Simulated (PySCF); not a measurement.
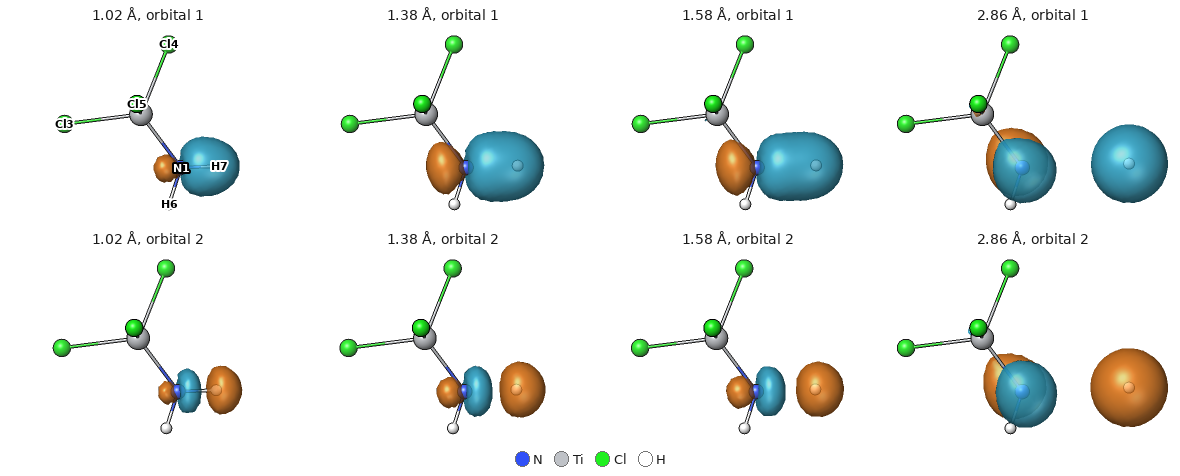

*Cl₃H₂NTi, SMILES `N[Ti](Cl)(Cl)Cl`. Rigid stretch of the N1–H7 bond. The two CASSCF(2,2) natural orbitals nearest half filling (orbital 1 the more occupied).*

Computed with PySCF, def2-SVP basis, geometry: GFN2-xTB. No frequency check shows the geometry to be a minimum. GFN2-xTB bond lengths at metals and heavier atoms can be off by up to 0.1 Å and shapes distorted, which carries into these values.

**How do the occupations change along the stretch?**

1.02 Å: 1.98 and 0.02; 1.38 Å: 1.94 and 0.06; 1.58 Å: 1.89 and 0.11; 2.86 Å: 1.01 and 0.99. At the longest distance computed (2.86 Å) they are 1.01 and 0.99, and the effective number of unpaired electrons is 2.0.

**Where does the UHF solution part from RHF?**

Between 1.38 Å (⟨S²⟩ = 0, the two coincide) and 1.58 Å (⟨S²⟩ = 0.20); at 2.86 Å ⟨S²⟩ is 1.04 and UHF lies 4.3 eV below RHF.

**How much energy does the stretch cost?**

By CASSCF, 4.7 eV from the lowest point of the scan (1.02 Å) to 2.86 Å; RHF gives 8.4 eV from its own lowest point. The fragments aren't relaxed and dynamic correlation is missing, so this isn't a bond dissociation energy.

Cost of the run: 6.1 min on 1 thread of Intel(R) Xeon(R) 6975P-C (Granite Rapids) (shared host), peak memory 0.36 GiB.
